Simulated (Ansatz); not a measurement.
# Mg5Zr: relaxing a made-up structure

This structure for Mg5Zr is made up. Its elements were placed in a known structure type with a cell scaled to their sizes. What cell does the guess relax to, and how far off was it?

Method: DFT, PBE, plane-wave PAW, files of the set soft_1, scalar-relativistic, no spin, cell and ions relaxed at zero pressure; PAW set soft_1, in the first sound run; inputs show where later runs differ, in Ansatz 0.2.0.

### 1. The structure

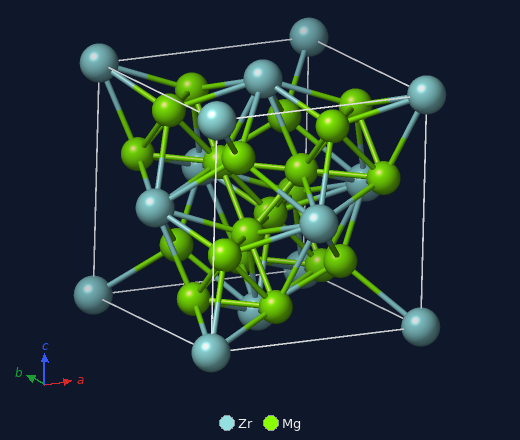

The starting structure, seen slightly off an axis (zirconium light teal, magnesium green). This picture shows the conventional cell, with its axes. Some periodic images of atoms are drawn too.

### 2. Relaxation of the guess

The guess takes its coordinates from another compound and its volume from a rule, so the cell and any free coordinates are relaxed together.

Contents of input.yaml:

```yaml
crystal:
  lattice:
    - [0.0, 4.1475, 4.1475]
    - [4.1475, 0.0, 4.1475]
    - [4.1475, 4.1475, 0.0]
  atoms:
    - { symbol: Zr, position: [0.0, 0.0, 0.0] }
    - { symbol: Mg, position: [0.6247, 0.6247, 0.1259] }
    - { symbol: Mg, position: [0.6247, 0.1259, 0.6247] }
    - { symbol: Mg, position: [0.6247, 0.6247, 0.6247] }
    - { symbol: Mg, position: [0.1259, 0.6247, 0.6247] }
    - { symbol: Mg, position: [0.25, 0.25, 0.25] }
kpoints:
  mp_grid: { grid: [6, 6, 6] }
scf:
  occupations: { method: fermi_dirac, width: 0.05 }
hamiltonian:
  xc: pbe
  pseudopotentials: { kind: paw, azcp: { folder: soft_1 } }
relax:
  f_tol: 0.015
  max_steps: 70
  cell: {}
output:
  forces: true
  stress: true
```

Command:

```console
$ ansatz run input.yaml --threads 4 --pin off --max-ram 10240MiB --backend cpu --events-out ev --progress --plain --runs-dir out
```

Numbers of over 12 decimals in the logs are rounded to 6 here.

Log:

```text
Engine: ansatz 0.2.0, x86_64-unknown-linux-gnu
Pseudopotentials: kind: paw
Pseudopotential: Zr, paw, valence charge 12, recommended cutoff 420 eV (normal), soft_1/Zr.paw.azcp
Pseudopotential: Mg, paw, valence charge 10, recommended cutoff 420 eV (normal), soft_1/Mg.paw.azcp
Functional definition: PBE
  parameter kappa = 0.804
  parameter beta = 0.066725
  exchange = pbe_x(kappa = kappa, mu = beta*pi^2/3)
  correlation = pbe_c(beta = beta)
Crystal: 6 atoms, lattice volume = 142.689 Å³
Basis set: ecut = 420 eV, 2741 PW (Γ), exchange–correlation on 80×80×80 points (8 copies of the dense FFT grid, shifted against one another)
Bands: 38, of which v1, the nominal top of the filled ones, is band 31 counted from 1 (30 counted from 0)
Symmetry: 24 space group operations
Space group: F-43m (ITA 216), of the structure as read, at distance tolerance 5.2e-5 Å
k-points: 16 of 216 (time reversal used)
Non-local potential: Zr, projectors of the file, l = 0: 3, l = 1: 2, l = 2: 2, l = 3: 1
Non-local potential: Mg, projectors of the file, l = 0: 3, l = 1: 2, l = 2: 1
PAW form: soft (Blöchl's): semilocal exchange-correlation on the pseudo side does not see the compensation charge
PAW one-centre angular grid: Zr, 590 points (default); XC on 64 Gauss nodes
PAW one-centre angular grid: Mg, 110 points (default); XC on 64 Gauss nodes
Initial density: superposition of atomic densities (chi_scale 0.1, normalization cell, long waves kept (reshape's long-wave potential 0.00 eV rms))
Initial wavefunctions: pseudopotential atomic-orbital guess
Functional: x = pbe(κ = 0.804, μ = 0.219515), c = pbe(β = 0.066725)
SCF iter   1: F=—  HF=-13801.846857 eV  |F-HF|=—  |Δ(HF+E_count)|=         —  Δρ=1.57e-2  dr2=6.30e-1  ethr=3.10e-3  ⟨swp⟩=6.6  Hψ=2357  notcnv=0
preconditioner: auto → Kerker (q_TF=auto, 2.374 Å⁻¹)  [metal: Δε(μ)=0.024 eV  Ē_g=4.023 eV  σ=0.050 eV  W_gap=0.12  n_scr=26 (ndim 8)  ℏωp=11.6 eV  f_vac=0.000  D(μ)=6.67/eV (n_scr^D=58)]
SCF iter   2: F=—  HF=-13801.789198 eV  |F-HF|=—  |Δ(HF+E_count)|=   5.77e-2  Δρ=1.11e-2  dr2=3.25e-1  ethr=1.02e-3  ⟨swp⟩=2.0  Hψ=802  notcnv=0
SCF iter   3: F=—  HF=-13801.705932 eV  |F-HF|=—  |Δ(HF+E_count)|=   8.33e-2  Δρ=1.89e-3  dr2=7.83e-3  ethr=5.24e-4  ⟨swp⟩=2.1  Hψ=830  notcnv=0
SCF iter   4: F=—  HF=-13801.704278 eV  |F-HF|=—  |Δ(HF+E_count)|=   1.65e-3  Δρ=4.62e-4  dr2=4.91e-4  ethr=1.26e-5  ⟨swp⟩=2.1  Hψ=1038  notcnv=0
SCF iter   5: F=—  HF=-13801.704127 eV  |F-HF|=—  |Δ(HF+E_count)|=   1.51e-4  Δρ=1.84e-4  dr2=8.90e-5  ethr=7.92e-7  ⟨swp⟩=2.4  Hψ=1098  notcnv=0
SCF iter   6: F=—  HF=-13801.704095 eV  |F-HF|=—  |Δ(HF+E_count)|=   3.26e-5  Δρ=3.83e-5  dr2=3.62e-6  ethr=1.44e-7  ⟨swp⟩=2.1  Hψ=929  notcnv=0
SCF iter   7: F=—  HF=-13801.704094 eV  |F-HF|=—  |Δ(HF+E_count)|=   2.98e-7  Δρ=8.88e-6  dr2=1.74e-7  ethr=5.83e-9  ⟨swp⟩=1.8  Hψ=646  notcnv=0
SCF iter   8: F=-13801.704094 eV  HF=-13801.704094 eV  |F-HF|=1.99e-9  |Δ(HF+E_count)|=   5.38e-9  Δρ=1.55e-6  dr2=4.29e-9  ethr=1.61e-10  ⟨swp⟩=4.3  Hψ=2121  notcnv=0
SCF 1 converged in 8 iterations: F = -13801.704094 eV  dr2 = 4.29e-9
  greatest PAW one-centre occupation: 1.000 electrons in one spin orbital (limit 2), on the Mg atom at site 4 (counted from 0), in its partial waves of l = 0
relax step   1: F+E_penalty+E_count = -13801.70409425 eV  Δ(F+E_penalty+E_count) = +0.000e0 eV  max|allowed force component| = 1.392e-1 eV/Å  Δτ_max = 0.0000 Å  P = -1.802 GPa  Ω = 142.689 Å³  (8 SCF iters, dr2 threshold 1.00e-7 eV, accepted)
Crystal: 6 atoms, lattice volume = 136.799 Å³
Basis set: ecut = 420 eV, 2685 PW (Γ), exchange–correlation on 80×80×80 points (8 copies of the dense FFT grid, shifted against one another)
Initial density: handed on by an earlier stage of this run
Initial wavefunctions: those handed on with the density
iter 1 solved again at ethr=2.62e-5 eV; its pass at ethr=3.10e-3 eV (dr2=1.63e-2 eV) is discarded
SCF iter   1: F=—  HF=-13801.749741 eV  |F-HF|=—  |Δ(HF+E_count)|=         —  Δρ=1.75e-3  dr2=1.60e-2  ethr=2.62e-5  ⟨swp⟩=2.0  Hψ=2881  notcnv=0
preconditioner: auto → Kerker (q_TF=auto, 2.391 Å⁻¹)  [metal: Δε(μ)=0.055 eV  Ē_g=4.112 eV  σ=0.050 eV  W_gap=0.25  n_scr=26 (ndim 8)  ℏωp=11.9 eV  f_vac=0.000  D(μ)=6.19/eV (n_scr^D=58)]
SCF iter   2: F=—  HF=-13801.746740 eV  |F-HF|=—  |Δ(HF+E_count)|=   3.00e-3  Δρ=1.09e-3  dr2=6.14e-3  ethr=2.59e-5  ⟨swp⟩=1.0  Hψ=608  notcnv=0
SCF iter   3: F=—  HF=-13801.744969 eV  |F-HF|=—  |Δ(HF+E_count)|=   1.77e-3  Δρ=2.46e-4  dr2=3.54e-4  ethr=9.90e-6  ⟨swp⟩=2.0  Hψ=705  notcnv=0
SCF iter   4: F=—  HF=-13801.744898 eV  |F-HF|=—  |Δ(HF+E_count)|=   7.06e-5  Δρ=7.21e-5  dr2=1.12e-5  ethr=5.71e-7  ⟨swp⟩=2.0  Hψ=753  notcnv=0
SCF iter   5: F=—  HF=-13801.744893 eV  |F-HF|=—  |Δ(HF+E_count)|=   4.98e-6  Δρ=2.07e-5  dr2=1.01e-6  ethr=1.80e-8  ⟨swp⟩=2.2  Hψ=958  notcnv=0
SCF iter   6: F=-13801.744893 eV  HF=-13801.744893 eV  |F-HF|=6.05e-8  |Δ(HF+E_count)|=   2.17e-7  Δρ=7.02e-6  dr2=1.06e-7  ethr=9.68e-10  ⟨swp⟩=4.0  Hψ=1901  notcnv=0
SCF 2 converged in 6 iterations: F = -13801.744893 eV  dr2 = 1.06e-7
relax step   2: F+E_penalty+E_count = -13801.74489312 eV  Δ(F+E_penalty+E_count) = -4.080e-2 eV  max|allowed force component| = 7.880e-2 eV/Å  Δτ_max = 0.0280 Å  P = +0.035 GPa  Ω = 136.799 Å³  energy of the carried Pulay correction = +2.525e-4 eV  (6 SCF iters, dr2 threshold 6.00e-7 eV, accepted)
Crystal: 6 atoms, lattice volume = 136.733 Å³
iter 1 solved again at ethr=2.49e-6 eV; its pass at ethr=3.10e-3 eV (dr2=1.54e-3 eV) is discarded
SCF iter   1: F=—  HF=-13801.747948 eV  |F-HF|=—  |Δ(HF+E_count)|=         —  Δρ=5.56e-4  dr2=1.55e-3  ethr=2.49e-6  ⟨swp⟩=2.8  Hψ=2374  notcnv=0
preconditioner: auto → Kerker (q_TF=auto, 2.391 Å⁻¹)  [metal: Δε(μ)=0.061 eV  Ē_g=4.112 eV  σ=0.050 eV  W_gap=0.28  n_scr=26 (ndim 8)  ℏωp=11.9 eV  f_vac=0.000  D(μ)=6.11/eV (n_scr^D=58)]
SCF iter   2: F=—  HF=-13801.747672 eV  |F-HF|=—  |Δ(HF+E_count)|=   2.75e-4  Δρ=3.49e-4  dr2=6.24e-4  ethr=2.49e-6  ⟨swp⟩=1.0  Hψ=608  notcnv=0
SCF iter   3: F=—  HF=-13801.747500 eV  |F-HF|=—  |Δ(HF+E_count)|=   1.73e-4  Δρ=6.69e-5  dr2=2.36e-5  ethr=1.01e-6  ⟨swp⟩=2.0  Hψ=713  notcnv=0
SCF iter   4: F=—  HF=-13801.747504 eV  |F-HF|=—  |Δ(HF+E_count)|=   4.32e-6  Δρ=1.47e-5  dr2=3.50e-7  ethr=6.26e-10  ⟨swp⟩=4.0  Hψ=2376  notcnv=0
SCF iter   5: F=-13801.747503 eV  HF=-13801.747503 eV  |F-HF|=9.31e-9  |Δ(HF+E_count)|=   4.50e-7  Δρ=4.26e-6  dr2=3.40e-8  ethr=5.65e-10  ⟨swp⟩=3.0  Hψ=1951  notcnv=0
SCF 3 converged in 5 iterations: F = -13801.747503 eV  dr2 = 3.40e-8
relax step   3: F+E_penalty+E_count = -13801.74750337 eV  Δ(F+E_penalty+E_count) = -2.610e-3 eV  max|allowed force component| = 1.138e-2 eV/Å  Δτ_max = 0.0114 Å  P = +0.029 GPa  Ω = 136.733 Å³  energy of the carried Pulay correction = +2.553e-4 eV  (5 SCF iters, dr2 threshold 3.88e-7 eV, accepted)
Initial wavefunctions: pseudopotential atomic-orbital guess (no wavefunctions were taken with the density)
iter 1 solved again at ethr=4.84e-8 eV; its pass at ethr=3.10e-3 eV (dr2=3.00e-5 eV) is discarded
SCF iter   1: F=—  HF=-13801.747195 eV  |F-HF|=—  |Δ(HF+E_count)|=         —  Δρ=2.14e-5  dr2=1.20e-7  ethr=4.84e-8  ⟨swp⟩=3.7  Hψ=4114  notcnv=0
preconditioner: auto → Kerker (q_TF=auto, 2.391 Å⁻¹)  [metal: Δε(μ)=0.060 eV  Ē_g=4.112 eV  σ=0.050 eV  W_gap=0.27  n_scr=26 (ndim 8)  ℏωp=11.9 eV  f_vac=0.000  D(μ)=6.12/eV (n_scr^D=58)]
SCF iter   2: F=—  HF=-13801.747203 eV  |F-HF|=—  |Δ(HF+E_count)|=   7.54e-6  Δρ=1.03e-5  dr2=3.48e-8  ethr=1.93e-10  ⟨swp⟩=2.1  Hψ=1104  notcnv=0
SCF iter   3: F=—  HF=-13801.747203 eV  |F-HF|=—  |Δ(HF+E_count)|=   4.97e-8  Δρ=2.36e-6  dr2=5.31e-9  ethr=5.62e-11  ⟨swp⟩=2.9  Hψ=1265  notcnv=0
SCF iter   4: F=—  HF=-13801.747203 eV  |F-HF|=—  |Δ(HF+E_count)|=   2.05e-9  Δρ=6.38e-7  dr2=9.53e-10  ethr=8.57e-12  ⟨swp⟩=2.1  Hψ=690  notcnv=0
SCF iter   5: F=—  HF=-13801.747203 eV  |F-HF|=—  |Δ(HF+E_count)|=  1.16e-10  Δρ=2.67e-7  dr2=6.41e-11  ethr=1.54e-12  ⟨swp⟩=1.9  Hψ=669  notcnv=0
SCF iter   6: F=-13801.747203 eV  HF=-13801.747203 eV  |F-HF|=5.46e-12  |Δ(HF+E_count)|=  2.55e-11  Δρ=2.64e-8  dr2=1.87e-12  ethr=1.00e-12  ⟨swp⟩=4.2  Hψ=2103  notcnv=0
SCF 4 converged in 6 iterations: F = -13801.747203 eV  dr2 = 1.87e-12
relax step   4: F+E_penalty+E_count = -13801.74720307 eV  Δ(F+E_penalty+E_count) = +3.003e-4 eV  max|allowed force component| = 1.141e-2 eV/Å  Δτ_max = 0.0000 Å  P = +0.031 GPa  Ω = 136.733 Å³  stress off target by 3.11e-2 GPa  SCF on the basis re-selected at this cell (its energy is not comparable with the rows above)  (6 SCF iters)
basis re-selected at this cell: Δ(F+E_penalty+E_count) = +3.003e-4 eV, ΔP = +0.002 GPa vs the last step (what re-selecting the basis moved, of the pressure what is left beyond the Pulay correction that the steps carried, after the strain that the cell walked since its last selection, with what the two solves' SCF thresholds leave and, on support functions, any second-order correction that the steps lacked; it is no m [...]
SCF converged after 6 iterations
Free energy (F): -13801.747203 eV
Harris-Foulkes:  -13801.747203 eV  (|F-HF|=5.46e-12)
Internal energy: -13801.697039 eV  (E = F + TS)
E sigma→0 (E₀):  -13801.722121 eV
Entropy (-TS):   -0.050164 eV (-8.361 meV/atom)
Fermi energy:    6.993654 eV
--- Per-component energies (eV) ---
  E_band       = -1890.846256
  E_kinetic    = 659.333603
  E_local      = -9227.112601  (includes V_loc(G=0)·N_el)
  E_nonlocal   = 1051.485697
  E_hartree    = 3142.170939
  E_xc         = -283.460793
  E_vxc        = -348.811045  (∫ρ·V_xc dr)
  E_paw        = -4468.208032  (= ΣΔE_a)
  E_vpaw       = -310.082950  (= ΣTr[D̂ρ^β])
  E_aug_tail   = -0.000793  (compensation charges beyond the density's cutoff)
  E_ewald      = -4675.905060
  E_smearing   = -0.050164  (= −TS)
  E_closure    = 0.000000  (closes the sum)
  Σ components = -13801.747203   (vs F -13801.747203, Δ=0.00e0)
--- Forces (eV/Å), atoms counted from 1 ---
  atom   1  Zr    -0.00000000    -0.00000000    -0.00000000
  atom   2  Mg    -0.01141112    -0.01141112     0.01141112
  atom   3  Mg    -0.01141112     0.01141112    -0.01141112
  atom   4  Mg     0.01141112     0.01141112     0.01141112
  atom   5  Mg     0.01141112    -0.01141112    -0.01141112
  atom   6  Mg    -0.00000000     0.00000000     0.00000000
  max |Σ_I F_I| component: 3.76e-17 eV/Å
--- Stress (GPa, compression-positive) ---
        0.031078      -0.000000      -0.000000
       -0.000000       0.031078       0.000000
       -0.000000      -0.000000       0.031078
  P = ⅓ Tr σ = 0.0311 GPa (0.311 kbar)
--- Relaxed structure (3 steps of the walk, 3 accepted, 1 SCFs on fresh bases) ---
  F+E_penalty+E_count = -13801.74720307 eV   max|allowed force component| = 1.141e-2 eV/Å   (the final SCF, on the basis selected at the relaxed cell)
  cell:  # Å, volume = 136.7331 Å³
    - [0, 4.088976, 4.088976]
    - [4.088976, 0, 4.088976]
    - [4.088976, 4.088976, 0]
  atoms:
    - { symbol: Zr, position: [-6.448138297281682e-19, 1.2199180562424815e-19, 2.614110120519602e-19] }
    - { symbol: Mg, position: [0.625856, 0.625856, 0.122432] }
    - { symbol: Mg, position: [0.625856, 0.122432, 0.625856] }
    - { symbol: Mg, position: [0.625856, 0.625856, 0.625856] }
    - { symbol: Mg, position: [0.122432, 0.625856, 0.625856] }
    - { symbol: Mg, position: [0.250000, 0.250000, 0.250000] }
```

Elapsed: 6.1 s, on 4 threads of Intel Xeon Platinum 8488C (Sapphire Rapids), shared host; peak memory 0.48 GiB; 19 s of CPU time.

Step by step:

```csv
step,energy less that of the first step (eV),largest force component (eV/Å),pressure (GPa),volume (Å³)
1,0.0000,0.1392,-1.80,142.69
2,-0.0408,0.0788,0.03,136.80
3,-0.0434,0.0114,0.03,136.73
4*,-0.0431,0.0114,0.03,136.73
```

Relaxation steps marked * repeat the geometry before them on a plane-wave basis chosen anew for their cell, so energy and pressure can jump there.

The run keeps the 24 symmetry operations that it works with, so distortions that break them were not tested.

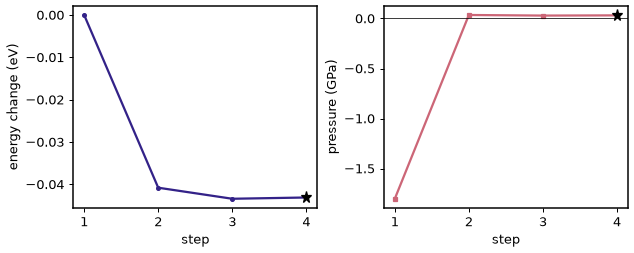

Energy and pressure along the relaxation. Stars mark steps on a basis chosen anew.

```csv
"conventional cell, symmetrised",before,after,change
a (Å),8.295,8.178,-1.4 %
b (Å),8.295,8.178,-1.4 %
c (Å),8.295,8.178,-1.4 %
volume (Å³/atom),23.78,22.79,-4.2 %
```

The atoms that moved most (Å, as changes of fractional coordinates times the final cell):

```csv
atom,dx,dy,dz,length
Mg2,-0.009,-0.009,0.009,0.016
Mg3,-0.009,0.009,-0.009,0.016
Mg5,0.009,-0.009,-0.009,0.016
Mg4,0.009,0.009,0.009,0.016
```

Final coordinates:

```xyz
6
Lattice="0.0000 4.0890 4.0890 4.0890 0.0000 4.0890 4.0890 4.0890 0.0000" Properties=species:S:1:pos:R:3 pbc="T T T"
Zr    0.0000    0.0000    0.0000
Mg    3.0597    3.0597    5.1182
Mg    3.0597    5.1182    3.0597
Mg    5.1182    5.1182    5.1182
Mg    5.1182    3.0597    3.0597
Mg    2.0445    2.0445    2.0445
```

Numbers from this step:

| Property | Result |
| --- | --- |
| free energy | -13801.7472 eV |
| energy at zero smearing | -13801.7221 eV |
| smearing term TS | 0.05016 eV |
| Fermi energy | 6.994 eV |
| electrons | 62 |
| symmetry operations | 24 |
| pressure | 0.03108 GPa |

The shortest distance of each pair, which need not be the same contact before and after:

```csv
pair,guess (Å),relaxed (Å)
Mg–Mg,2.926,2.872
Mg–Zr,3.440,3.388
```

The relaxation ends with a largest force component of 0.011 eV/Å and a pressure of 0.03 GPa.

(Continued in part 2 of 2.)

[Logs are printed without paths, hosts, clocks, repeated set-up lines and the standing remarks that a program may print on its own settings, such as how far it seeks lower states.]

[Hosts, paths, dates, database ids (printed as entryN), source tags and the programs' standing remarks are cut or masked in the printed files.]
